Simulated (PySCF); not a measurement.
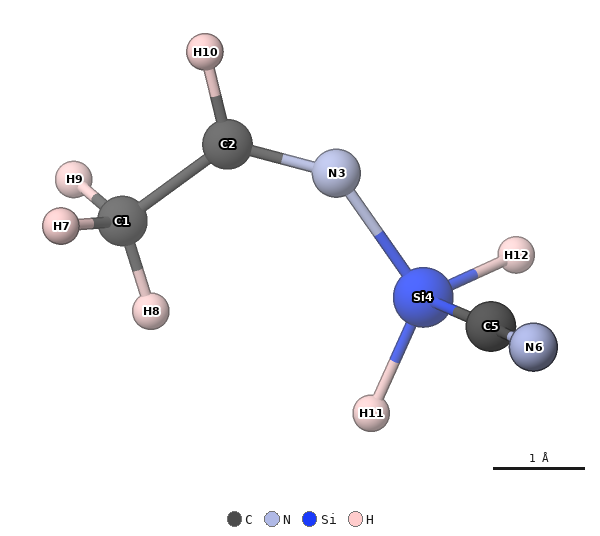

*The structure (ball-and-stick view, seen at a tilt; atoms are numbered from 1 in the order of the input).*

**Excited-state calculation, with input and output: C$_{3}$H$_{6}$N$_{2}$Si**

System: C$_{3}$H$_{6}$N$_{2}$Si.
Method: TDDFT CAM-B3LYP/def2-SVPD, vertical, gas phase, core orbitals frozen in the response (PySCF 2.14.0).

The geometry comes from this level: GFN2-xTB. It belongs to a series of runs on one base structure; here: constitutional isomer.

### Input
```
{"job": {"kind": "uv", "xc": "CAM-B3LYP", "basis": "def2-SVPD", "nstates": 8, "ntriplets": 3}, "charge": 0, "multiplicity": 1}
C      1.927829    -0.049300    -0.273686
C      0.994256     0.374184     0.807725
N     -0.233451     0.156809     0.892524
Si    -1.459454    -0.627254    -0.006305
C     -2.598501     0.794930    -0.420957
N     -3.313117     1.645552    -0.697566
H      2.379105     0.834412    -0.723299
H      1.410713    -0.623059    -1.037861
H      2.732685    -0.646139     0.153885
H      1.458264     0.944129     1.616883
H     -1.189285    -1.290543    -1.290790
H     -2.107847    -1.514407     0.953420
```

The first line tells a small driver script what to run in PySCF; the rest is the geometry in Å.

Machine: 1 CPU thread, shared host.

Command:
```bash
OMP_NUM_THREADS=1 python <driver script> task.json out
```

### The program's output
```
coarse grid: 10728 points
cycle   1  E = -516.3944311584  dE =  6.389e-01  |g| = 5.548e-01  |ddm| = 4.967e+00
cycle   2  E = -516.3185791767  dE =  7.585e-02  |g| = 8.502e-01  |ddm| = 1.920e+00
cycle   3  E = -516.4731484415  dE = -1.546e-01  |g| = 8.705e-02  |ddm| = 1.070e+00
cycle   4  E = -516.4742378797  dE = -1.089e-03  |g| = 5.832e-02  |ddm| = 1.654e-01
cycle   5  E = -516.4749051848  dE = -6.673e-04  |g| = 1.875e-02  |ddm| = 8.863e-02
cycle   6  E = -516.4749875338  dE = -8.235e-05  |g| = 2.291e-03  |ddm| = 2.677e-02
cycle   7  E = -516.4749893356  dE = -1.802e-06  |g| = 8.321e-04  |ddm| = 5.757e-03
final grid: 99768 points
cycle   8  E = -516.5498173130  dE = -1.962e-05  |g| = 2.631e-03  |ddm| = 4.311e-02
cycle   9  E = -516.5498178606  dE = -5.476e-07  |g| = 2.278e-03  |ddm| = 9.762e-03
cycle  10  E = -516.5498191346  dE = -1.274e-06  |g| = 2.527e-04  |ddm| = 4.005e-03
cycle  11  E = -516.5498191426  dE = -7.941e-09  |g| = 1.828e-04  |ddm| = 6.837e-04
cycle  12  E = -516.5498191500  dE = -7.447e-09  |g| = 2.462e-05  |ddm| = 2.655e-04
cycle  13  E = -516.5498191502  dE = -2.112e-10  |g| = 7.695e-06  |ddm| = 5.550e-05
```

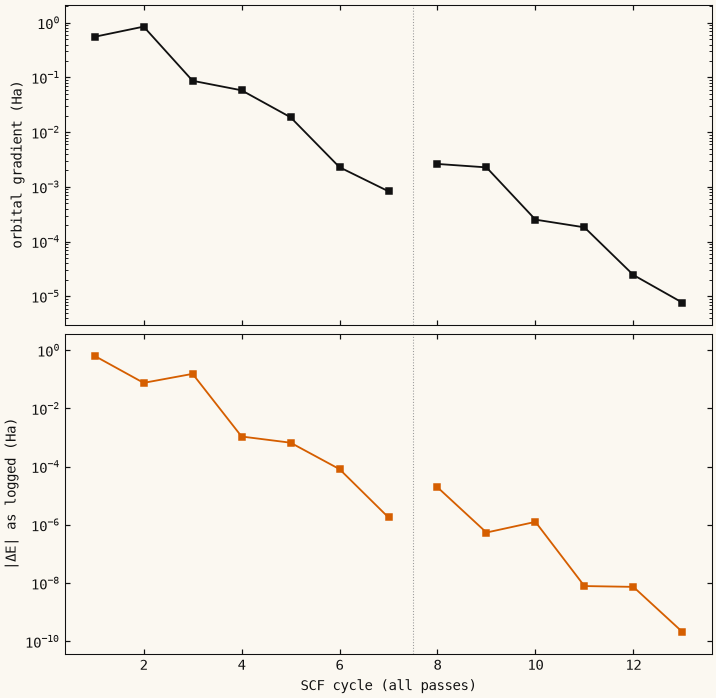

*Convergence of the self-consistent field: orbital gradient and size of the energy change against the SCF cycle. The dotted line marks the change from a coarse to the final integration grid.*

The first 7 cycles use a coarse grid, the final grid takes over at cycle 8, and the field converges after 13 cycles in all.

```
converged SCF energy = -516.5498191502

Static polarisability (au): isotropic 72.309, principal 59.864 65.227 91.838

Singlet excitations
state   eV       nm        f      main configurations
  1   4.2349    292.8   0.00051   H->L 0.95
  2   6.1275    202.3   0.02858   H->L+1 0.94
  3   6.8648    180.6   0.00662   H->L+3 0.66, H->L+2 0.27
  4   7.0896    174.9   0.07625   H->L+2 0.62, H->L+3 0.26
  5   7.1364    173.7   0.00155   H-1->L+1 0.18, H-3->L+1 0.12, H-2->L+1 0.11
  6   7.3537    168.6   0.00860   H->L+5 0.68, H->L+4 0.20
  7   7.5149    165.0   0.02151   H-2->L+1 0.18, H-2->L 0.14, H-3->L+2 0.10
  8   7.6121    162.9   0.00914   H-2->L+3 0.29, H-3->L+3 0.23, H-2->L+2 0.15

Triplet excitations (Tamm-Dancoff, eV): 3.7159 5.1941 5.7907
```

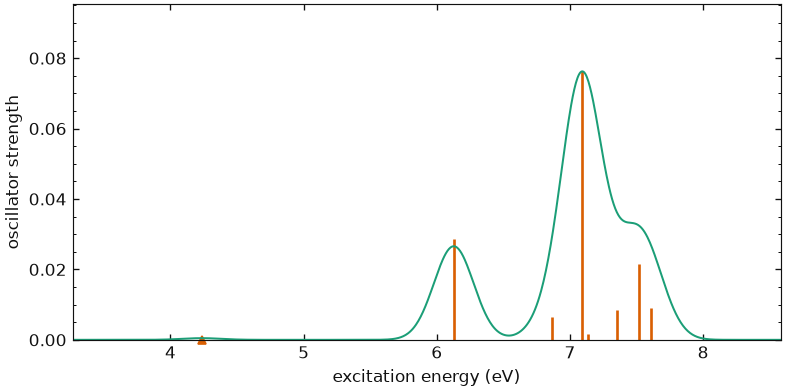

*Computed excitations as sticks (degenerate states added up, dark ones marked on the axis), with a Gaussian envelope of 0.35 eV full width at half maximum, scaled to the tallest.*

Of the 8 states the lowest lies at 4.23 eV (f = 0.001); the strongest line is at 7.09 eV, or 175 nm (f = 0.076).

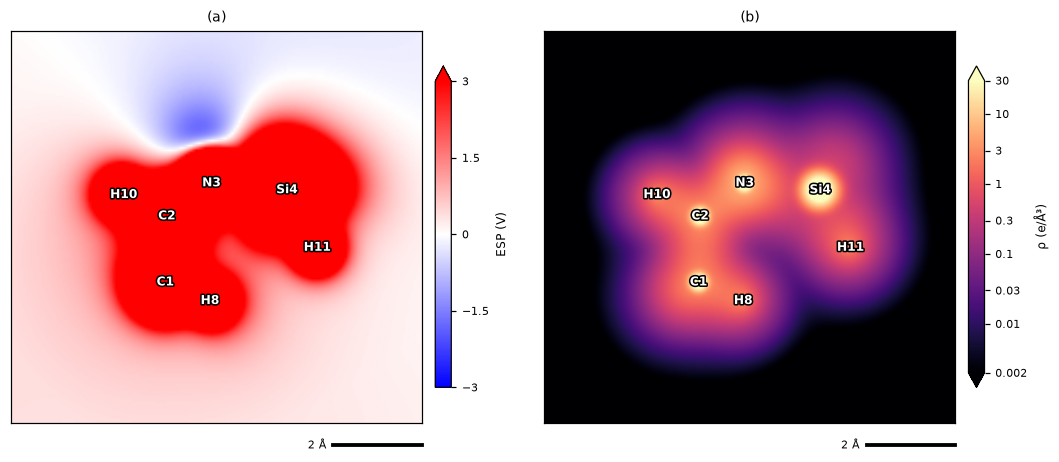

*(a) molecular electrostatic potential; (b) total electron density on the plane of atoms N3, C2 and H10.*

The section cuts through C, N, Si and H sites. C–C (1.49 Å): ρ at the midpoint is about 1.8 e/Å³. Si–N (1.71 Å): ρ at the midpoint is about 1.1 e/Å³. C–N (1.25 Å): ρ at the midpoint is about 2.9 e/Å³. Si–H (1.47 Å): ρ at the midpoint is about 0.8 e/Å³.

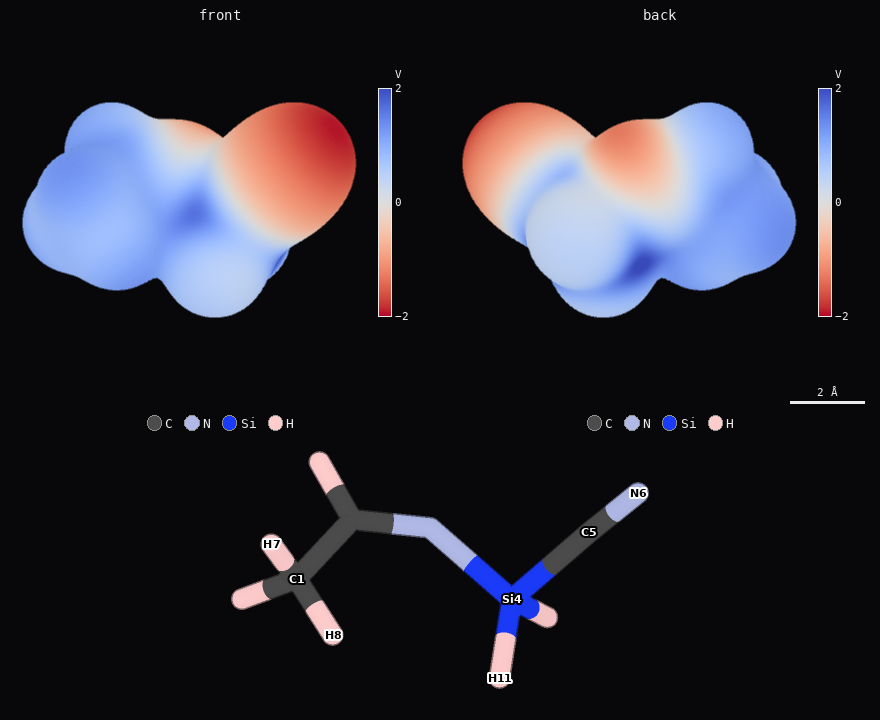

*The molecular electrostatic potential painted on the density surface at 0.002 e/bohr³, seen face on and from behind; the colour scale runs from red (negative) to blue (positive). The bare structure is drawn below in the same view.*

Its dipole moment is 5.50 D.

### Results in brief

| quantity | value |
| --- | --- |
| outcome | converged |
| total energy | −516.549819 hartree |
| HOMO | −8.81 eV |
| LUMO | −0.02 eV |
| dipole moment | 5.50 D |
| mean polarisability | 72.31 a.u. |
| lowest singlet excitation | 4.23 eV |
| wall time | 50 s |
| peak memory | 0.74 GiB |
